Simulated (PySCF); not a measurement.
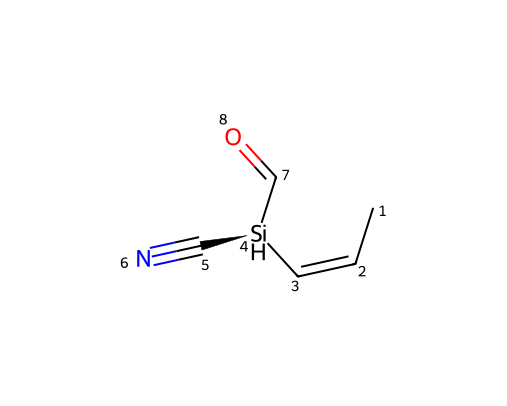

Skeletal drawing with numbered atoms; wedges and dashes mark any stereocentres. The configuration is that of a computed structure (GFN2-xTB).

> Assign CIP descriptors.

Si4: S; C2=C3: Z.

> Write the isomeric SMILES.

C/C=C\[Si@@H](C#N)C=O
